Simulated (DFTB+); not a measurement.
**CH3Cl2FSi: energy and gradient calculation**

CH3Cl2FSi, computed with GFN2-xTB, R-SCC, dispersion built in, COSMO solvent dichloromethane (DFTB+ 25.1).

The geometry comes from this level: GFN2-xTB.

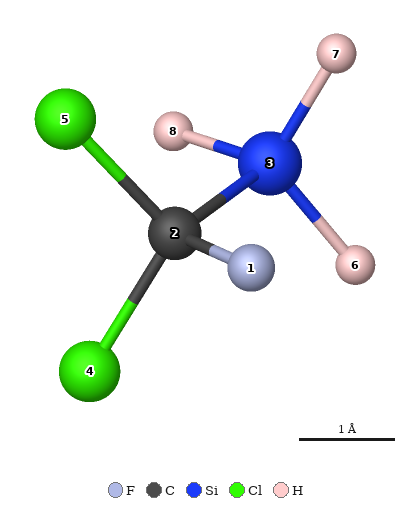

The input geometry (ball-and-stick view, seen at a tilt; atoms are numbered from 1 in the order of the input). Bond lengths as drawn: C–Cl 1.78 Å, C–F 1.36 Å, C–Si 1.94 Å and H–Si 1.46 Å.

### Results in brief

```json
{"quantity": "outcome", "value": "converged"}
{"quantity": "Mermin free energy", "value": "−19.236975 hartree"}
{"quantity": "solvation energy", "value": "−0.016732 hartree"}
{"quantity": "basis functions", "value": "38"}
{"quantity": "largest force", "value": "0.649 eV/Å"}
{"quantity": "HOMO", "value": "−11.56 eV"}
{"quantity": "LUMO", "value": "−6.30 eV"}
{"quantity": "dipole moment", "value": "5.05 D"}
{"quantity": "hardware", "value": "1 thread of AMD EPYC (Zen 3), 32 GiB of memory available, shared host"}
{"quantity": "peak memory", "value": "0.071 GiB"}
```

### Notes

Settings chosen away from the usual ones: angular_grid.

### Input file (dftb_in.hsd)
```
# GFN2-XTB energy and gradient
Geometry = GenFormat {
  <<< "geo.gen"
}

Hamiltonian = xTB {
  Method = "GFN2-xTB"
  Charge = 0
  Solvation = Cosmo {
    Solvent = fromName {
      "dichloromethane"
    }
    RadiiScaling = {
      F = 1.1
      C = 1.1
      Si = 1.1
      Cl = 1.1
      H = 1.1
    }
    AngularGrid = 110
    FreeEnergyShift [kcal/mol] = 0.0
    Solver = DomainDecomposition {
      MaxMoment = 10
      Accuracy = 1e-08
    }
  }
}

Analysis = {
  PrintForces = Yes
}

Options = {
  WriteResultsTag = Yes
}

ParserOptions = {
  ParserVersion = 14
}
```

### File geo.gen
```
8 C
F C Si Cl H
   1  1     -0.618660      1.811410     -0.093910
   2  2     -0.395920      0.562360     -0.570750
   3  3      0.466350     -0.583190      0.742460
   4  4     -1.974720     -0.109970     -1.045140
   5  4      0.625580      0.725670     -2.019540
   6  5     -0.458490     -0.635170      1.869190
   7  5      1.722890      0.085730      1.061040
   8  5      0.632960     -1.856840      0.056650
```

Run as:
```bash
dftb+ > run.log
```

### Output
```
|  DFTB+ development version (commit: a23bfb2)

Reading input file 'dftb_in.hsd'
Parser version: 14

--------------------------------------------------------------------------------

Processed input in HSD format written to 'dftb_pin.hsd'

Starting initialization...
--------------------------------------------------------------------------------
OpenMP threads:              1
Chosen random seed:          289494683
Current stacksize:           unlimited
Mode:                        Static calculation
Self consistent charges:     Yes
SCC-tolerance:                 0.100000E-04
Max. scc iterations:                    100
Shell resolved Hubbard:      Yes
Spin polarisation:           No
Nr. of up electrons:            16.000000
Nr. of down electrons:          16.000000
Periodic boundaries:         No
Electronic solver:           Relatively robust
Mixer:                       Broyden mixer
Mixing parameter:                  0.200000
Nr. of chrg. vec. in memory:            100
Max. SCC-cycles:                        100
tblite library version:      0.3.0
-> parametrization:          GFN2-xTB
-> repulsion:                Yes
-> dispersion:               Yes
-> halogen bonding:          No
-> electrostatics:           Yes
   -> isotropic:             Yes
   -> anisotropic:           Yes
   -> third-order:           Yes
Electronic temperature:              0.950045E-03 H      0.258520E-01 eV
Initial charges:             Set automatically (system chrg:   0.000E+00)
Included shells:             F:  s, p
                             C:  s, p
                            Si:  s, p, d
                            Cl:  s, p, d
                             H:  s
Solvation:                   conductor like screening model
Dielectric constant:           7.000000E+00
Free energy shift:             0.000000E+00 H      0.000000E+00 eV
Grid points:                   8.800000E+02 total           110 per atom
Solver:                      domain decomposition
SASA model:                  No
Solvated fields rescaled:    Yes
Extra options:
                             Mulliken analysis
                             Force calculation
Force type                   original

--------------------------------------------------------------------------------

***  Geometry step: 0

 iSCC Total electronic   Diff electronic      SCC error
    1   -0.19122475E+02    0.00000000E+00    0.97553117E+00
    2   -0.19240576E+02   -0.19122475E+02    0.84367844E+00
    3   -0.19277116E+02   -0.11810116E+00    0.65906665E+00
    4   -0.19279418E+02   -0.36540610E-01    0.26988723E+00
    5   -0.19282087E+02   -0.23019541E-02    0.12925261E+00
    6   -0.19281606E+02   -0.26690845E-02    0.91455388E-01
    7   -0.19284291E+02    0.48124594E-03    0.48679142E-01
    8   -0.19284858E+02   -0.26847073E-02    0.22620924E-01
    9   -0.19285447E+02   -0.56728863E-03    0.86921902E-02
   10   -0.19285530E+02   -0.58890158E-03    0.16328781E-01
   11   -0.19285549E+02   -0.82887465E-04    0.26653365E-02
   12   -0.19285559E+02   -0.18537007E-04    0.16963018E-02
   13   -0.19285591E+02   -0.10199108E-04    0.11221731E-02
   14   -0.19285579E+02   -0.32415148E-04    0.85966855E-03
   15   -0.19285581E+02    0.12021149E-04    0.70603965E-03
   16   -0.19285584E+02   -0.15299703E-05    0.17638605E-03
   17   -0.19285584E+02   -0.34101718E-05    0.12272685E-04
   18   -0.19285583E+02    0.56733553E-06    0.19932986E-04
   19   -0.19285584E+02    0.72170028E-07    0.67162972E-05

Total Energy:                      -19.2369753564 H         -523.4647 eV
Extrapolated to 0K:                -19.2369753564 H         -523.4647 eV
Total Mermin free energy:          -19.2369753564 H         -523.4647 eV
Force related energy:              -19.2369753564 H         -523.4647 eV

Cavity information written to dftbp.cosmo

--------------------------------------------------------------------------------
--------------------------------------------------------------------------------
SCC                                    +       0.33 ( 96.0%)       0.35 ( 96.1%)
--------------------------------------------------------------------------------
Missing                                +       0.01 (  4.0%)       0.01 (  3.9%)
Total                                  =       0.34 (100.0%)       0.36 (100.0%)
--------------------------------------------------------------------------------
```

### File detailed.out
```
Fermi distribution function

Calculation with static geometry

********************************************************************************
 iSCC Total electronic   Diff electronic      SCC error
   19   -0.19285584E+02    0.72170028E-07    0.67162972E-05
********************************************************************************

 Total charge:    -0.00000000

 Atomic gross charges (e)
 Atom           Charge
    1      -0.24883673
    2       0.18308782
    3       0.48519665
    4      -0.20551441
    5      -0.20524728
    6      -0.00244704
    7      -0.00229990
    8      -0.00393912

Nr. of electrons (up):     32.00000000
Atom populations (up)
 Atom       Population
    1       7.24883673
    2       3.81691218
    3       3.51480335
    4       7.20551441
    5       7.20524728
    6       1.00244704
    7       1.00229990
    8       1.00393912

l-shell populations (up)
 Atom Sh.   l       Population
    1   1   0       1.80176034
    1   2   1       5.44707638
    2   1   0       1.18009592
    2   2   1       2.63681626
    3   1   0       1.43191786
    3   2   1       1.89587276
    3   3   2       0.18701273
    4   1   0       1.97829964
    4   2   1       5.21688874
    4   3   2       0.01032604
    5   1   0       1.97826701
    5   2   1       5.21667288
    5   3   2       0.01030739
    6   1   0       1.00244704
    7   1   0       1.00229990
    8   1   0       1.00393912

Orbital populations (up)
 Atom Sh.   l   m       Population  Label
    1   1   0   0       1.80176034  s
    1   2   1  -1       1.59626709  p_y
    1   2   1   0       1.90636293  p_z
    1   2   1   1       1.94444636  p_x
    2   1   0   0       1.18009592  s
    2   2   1  -1       0.85384507  p_y
    2   2   1   0       0.93082350  p_z
    2   2   1   1       0.85214769  p_x
    3   1   0   0       1.43191786  s
    3   2   1  -1       0.63193592  p_y
    3   2   1   0       0.59655812  p_z
    3   2   1   1       0.66737873  p_x
    3   3   2  -2       0.02051966  d_xy
    3   3   2  -1       0.05823688  d_yz
    3   3   2   0       0.02949004  d_z2
    3   3   2   1       0.04866251  d_xz
    3   3   2   2       0.03010364  d_x2-y2
    4   1   0   0       1.97829964  s
    4   2   1  -1       1.86973272  p_y
    4   2   1   0       1.92929700  p_z
    4   2   1   1       1.41785902  p_x
    4   3   2  -2       0.00108831  d_xy
    4   3   2  -1       0.00349794  d_yz
    4   3   2   0       0.00068615  d_z2
    4   3   2   1       0.00419144  d_xz
    4   3   2   2       0.00086220  d_x2-y2
    5   1   0   0       1.97826701  s
    5   2   1  -1       1.97186063  p_y
    5   2   1   0       1.52190362  p_z
    5   2   1   1       1.72290863  p_x
    5   3   2  -2       0.00427694  d_xy
    5   3   2  -1       0.00353983  d_yz
    5   3   2   0       0.00117572  d_z2
    5   3   2   1       0.00062486  d_xz
    5   3   2   2       0.00069005  d_x2-y2
    6   1   0   0       1.00244704  s
    7   1   0   0       1.00229990  s
    8   1   0   0       1.00393912  s

Fermi level:                        -0.3282404888 H           -8.9319 eV
Band energy:                       -19.7153983562 H         -536.4833 eV
TS:                                  0.0000000000 H            0.0000 eV
Band free energy (E-TS):           -19.7153983562 H         -536.4833 eV
Extrapolated E(0K):                -19.7153983562 H         -536.4833 eV
Input / Output electrons (q):     32.0000000000     32.0000000000

Energy H0:                         -19.3002597705 H         -525.1868 eV
Energy SCC:                          0.0314078376 H            0.8547 eV
Solvation energy:                   -0.0167316568 H           -0.4553 eV
Total Electronic energy:           -19.2855835897 H         -524.7874 eV
Repulsive energy:                    0.0547390123 H            1.4895 eV
Total energy:                      -19.2369753564 H         -523.4647 eV
Extrapolated to 0:                 -19.2369753564 H         -523.4647 eV
Total Mermin free energy:          -19.2369753564 H         -523.4647 eV
Force related energy:              -19.2369753564 H         -523.4647 eV

Non-constrained calculation

SCC converged

Total Forces
    1     -0.002452828061      0.006998364106     -0.000267467583
    2      0.001614190915     -0.006119474208     -0.000972525223
    3      0.005603834698     -0.007527385198      0.008427824732
    4     -0.001561132360      0.001610368549     -0.001781542468
    5     -0.000896526636      0.001859599945     -0.002080935505
    6     -0.001140687063      0.001135628800     -0.000988979062
    7     -0.000547687684      0.001299746954     -0.001134127798
    8     -0.000619163809      0.000743151051     -0.001202247094

Maximal derivative component:        0.842782E-02 au

Dipole moment:    0.87857330   -1.25571287    1.26484883 au
Dipole moment:    2.23311076   -3.19170401    3.21492531 Debye
```

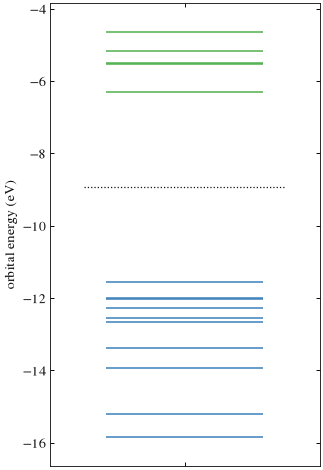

Orbital energies near the frontier; the dotted line parts filled from empty levels, and levels within 0.02 eV of each other stand side by side. Highest filled −11.56 eV, lowest empty −6.30 eV, 5.26 eV apart.
